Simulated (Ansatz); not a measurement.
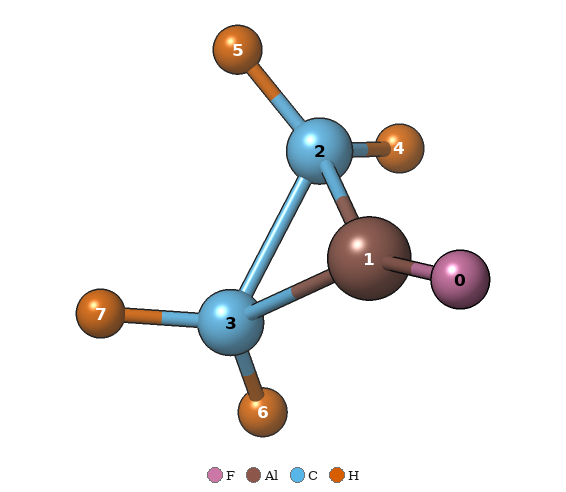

The structure as it stands in the input. Atoms are numbered from 0, in the order of the input.

Ansatz 0.2.0 input:

```yaml
crystal:
  periodic: [false, false, false]
  atoms:
    - {symbol: F, position_ang: [0.444740, -1.075061, 2.694380]}
    - {symbol: Al, position_ang: [0.196461, -0.473718, 1.186883]}
    - {symbol: C, position_ang: [0.181192, 0.882284, -0.118492]}
    - {symbol: C, position_ang: [-0.303784, -0.585944, -0.624235]}
    - {symbol: H, position_ang: [1.081501, 1.241159, -0.614982]}
    - {symbol: H, position_ang: [-0.595015, 1.643900, -0.176160]}
    - {symbol: H, position_ang: [0.335865, -1.017631, -1.392586]}
    - {symbol: H, position_ang: [-1.340958, -0.614989, -0.954808]}
basis:
  gaussian: {orbitals: def2-TZVPP}
hamiltonian: {xc: {name: wB97M-V}}
```

It was started with:

```sh
ansatz run in.yaml --threads 2 --pin off --events-out ev --progress --plain --max-ram 4352MiB
```

What the program printed:

```
Functional definition: wB97M-V
  name "wB97M-V"
  cite "Mardirossian & Head-Gordon, J. Chem. Phys. 144, 214110 (2016) doi:10.1063/1.4952647"
  cite "Becke, J. Chem. Phys. 107, 8554 (1997) doi:10.1063/1.475007"
  cite "Vydrov & Van Voorhis, J. Chem. Phys. 133, 244103 (2010) doi:10.1063/1.3521275"
  # Of w^i u^j: cxij and so on, Table III.
  parameter omega = 0.3/bohr
  parameter cx = 0.15
  parameter cx01 = 1.007
  parameter cx10 = 0.259
  parameter css00 = 0.443
  parameter css04 = -1.437
  parameter css10 = -4.535
  parameter css20 = -3.390
  parameter css43 = 4.278
  parameter cos00 = 1.000
  parameter cos10 = 1.358
  parameter cos20 = 2.924
  parameter cos21 = -8.812
  parameter cos60 = -1.390
  parameter cos61 = 9.142
  parameter b = 6.0
  parameter c = 0.01
  gx(w, u) = 1 - cx + cx01*u + cx10*w
  gss(w, u) = css00 + css04*u^4 + css10*w + css20*w^2 + css43*w^4*u^3
  gos(w, u) = cos00 + cos10*w + (cos20 + cos21*u)*w^2 + (cos60 + cos61*u)*w^6
  exchange = spin_sum(e_x_unif_sr(omega)*gx(b97_w, b97_u_x)) + cx*exact_x_sr(omega) + exact_x_lr(omega)
  correlation = spin_sum(e_c_pw_mod_same_spin*gss(b97_w, b97_u_same))
      + integral(e_c_pw_mod_opposite_spin*gos(b97_w_opposite, b97_u_opposite)) + vv10(b, c)
1024 factors; their error is unknown
252 factors; integrals over basis functions are off by at most 1.6e-5 eV
mean field evaluation 1: about -11446.2068 eV, gradient 5.8e1 eV
mean field evaluation 2: about -11447.0562 eV, gradient 5.8e1 eV
mean field evaluation 4: about -11453.3295 eV, gradient 2.3e0 eV
mean field evaluation 8: about -11453.3454 eV, gradient 5.4e-2 eV
mean field -11453.34545449 eV, -420.9026820963 hartree, gradient 4.5e-5 eV, S^2 0.000000; 0 other end points of the search recorded, 0 dependent functions left out
reference -11453.34550471 eV, -420.9026839418 hartree; 19, 19 occupied and 172, 172 virtual orbitals, 1024 factors
Total energy: -11453.34550471 eV, -420.9026839418 hartree
```
